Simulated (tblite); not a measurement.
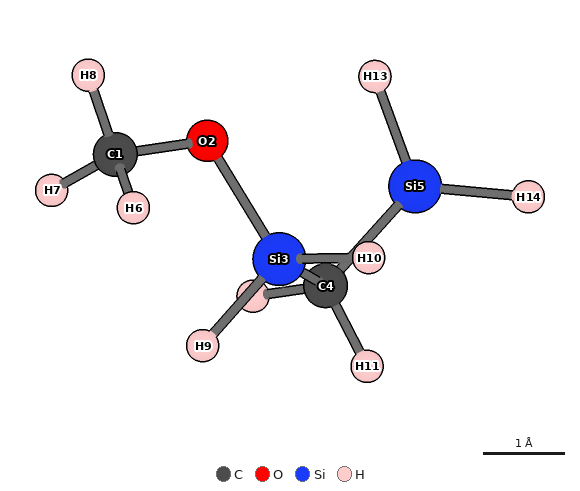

Starting structure of C2H9OSi2 (multiplicity 2). A ball-and-stick model, seen from a free direction.

All numbers below come from GFN2-xTB geometry optimisation, gas phase (tblite 0.8.0).

```xyz
14

C    -2.2470    0.8634   -0.0542
O    -0.8915    0.9835    0.0718
Si   -0.2327   -0.3492    0.9520
C     1.2655   -1.0235    0.1294
Si    2.6701    0.1188   -0.0506
H    -2.6596    0.4672    0.9049
H    -2.4955    0.1812   -0.8943
H    -2.6825    1.8662   -0.2449
H    -1.2715   -1.4099    0.9173
H     0.0328    0.0384    2.3440
H     1.6078   -1.9294    0.7104
H     0.9537   -1.4143   -0.8660
H     2.3762    1.3727   -0.7338
H     3.5736    0.2344    1.0719
```

**Where does the relaxation end?**

Over 142 geometry steps the energy falls by 13.9 kcal/mol. H14 moves most after the best rigid fit: 1.79 Å. Largest moves by element: H 1.79 Å, Si 0.69 Å, C 0.57 Å, O 0.54 Å. Near-neighbour distances that change, for instance: O2–Si3 1.728 → 1.628 Å, C4–Si5 1.819 → 1.899 Å, Si3–C4 1.837 → 1.893 Å, C4–H11 1.129 → 1.089 Å. Bond angles that change, for instance: C1–O2–Si3 110.9° → 127.2°, O2–Si3–C4 111.5° → 100.5°, C4–Si3–H9 107.3° → 113.9°. Groups turn about Si3–C4 by about 45°, O2–Si3 by about 40°, C1–O2 by about 20°. Cost: 0.81 s on 1 thread of Arm Neoverse V1 (shared host).

Step by step:

```
step  E − E(0), kcal/mol
   0                0.00
   1               -5.16
   2               -6.04
   3               -6.73
   4               -7.49
   5               -8.01
   6               -8.48
   7               -8.86
   8               -9.18
   9               -9.48
  10               -9.79
  17              -11.25
  24              -11.67
  31              -12.11
  38              -12.55
  45              -12.73
  52              -12.86
  59              -12.90
  66              -12.93
  73              -12.97
  79              -13.03
  86              -13.14
  93              -13.27
 100              -13.53
 107              -13.66
 114              -13.74
 121              -13.76
 128              -13.78
 135              -13.84
 142              -13.87
```

Final geometry:

```xyz
14

C    -1.8580    1.2108    0.1772
O    -0.6573    0.5061    0.1705
Si   -0.3894   -0.9888    0.7582
C     1.4443   -1.2023    0.3391
Si    2.2780    0.4295   -0.1605
H    -2.2061    1.3748    1.2001
H    -2.6325    0.6675   -0.3699
H    -1.6892    2.1752   -0.3036
H    -1.2683   -1.9647    0.1014
H    -0.6629   -1.0288    2.2004
H     1.9523   -1.6435    1.1952
H     1.5485   -1.9244   -0.4699
H     1.8700    0.9395   -1.4636
H     2.2699    1.4487    0.8834
```

After the run, drawn alike:

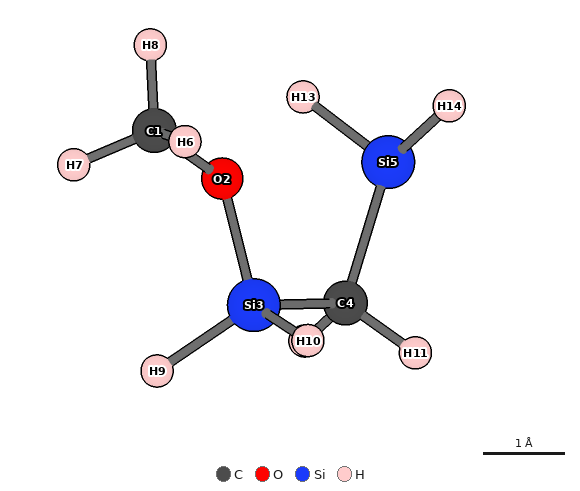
